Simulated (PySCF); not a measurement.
Molecule: SMILES C#CCCSC (C₅H₈S). Atoms near the plane z = 0.6 Å, at the GFN2-xTB optimised geometry (x, y, z in Å): C1 (1.4, -1.6, 0.1), C2 (1.0, -0.5, 0.1), C3 (0.5, 0.9, 0.0), C4 (-1.0, 0.9, 0.0), S5 (-1.7, 2.6, 0.0), H7 (1.7, -2.6, 0.2), H8 (0.9, 1.5, 0.9), H11 (-1.4, 0.4, 0.9).

Level of theory: PySCF 2.14.0 with B3LYP/def2-TZVP. The values are rescaled to run from 0 to 1.

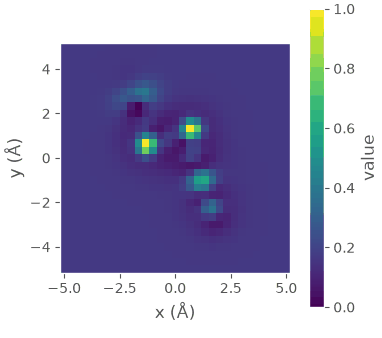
a field on the plane z = 0.6 Å.

### Question
Which quantity is mapped?
(A) log10 of the electron density
(B) electrostatic potential
(C) an orbital amplitude
(D) deformation density (molecule minus spherical neutral atoms)

### Answer
D, deformation density (molecule minus spherical neutral atoms). In full: deformation density (molecule minus spherical neutral atoms) (e/bohr³).
